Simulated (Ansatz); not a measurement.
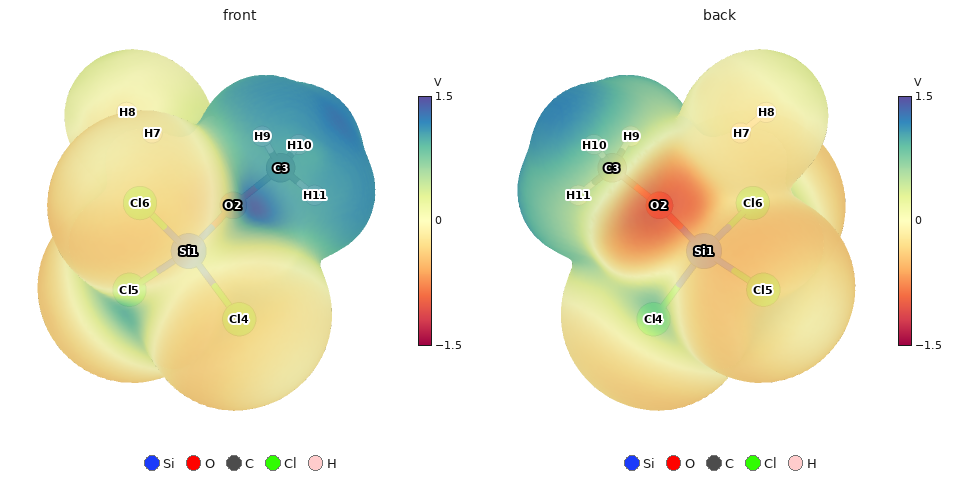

*CH$_{3}$Cl$_{3}$OSi···H$_{2}$. The electrostatic potential painted on the density surface at 0.001 e/bohr³, seen from the front and from behind; red is negative and blue positive.*

Method: UKS r2SCAN-D4/6-31G in Ansatz.

```yaml
atoms:
  - { symbol: Si, position_ang: [-0.0151, 1.0189, 1.0081] }
  - { symbol: O, position_ang: [0.2685, 0.3305, -0.5075] }
  - { symbol: C, position_ang: [-0.7423, -0.2277, -1.4158] }
  - { symbol: Cl, position_ang: [-1.2885, 2.7603, 0.8481] }
  - { symbol: Cl, position_ang: [1.8972, 1.5685, 1.7815] }
  - { symbol: Cl, position_ang: [-0.9943, -0.3832, 2.3330] }
  - { symbol: H, position_ang: [1.7554, -1.6907, 0.2594] }
  - { symbol: H, position_ang: [2.0160, -2.2877, 0.6169] }
  - { symbol: H, position_ang: [-1.2678, -1.0559, -0.9296] }
  - { symbol: H, position_ang: [-0.1817, -0.5866, -2.2776] }
  - { symbol: H, position_ang: [-1.4475, 0.5536, -1.7166] }
```

Question: Which sites attract a positive test charge, and which a negative one?

Answer: A positive charge is drawn to the negative regions and a negative charge to the positive ones. The most negative region (about −0.9 V) lies over O2, the most positive (about +1.3 V) over Si1 and C3.
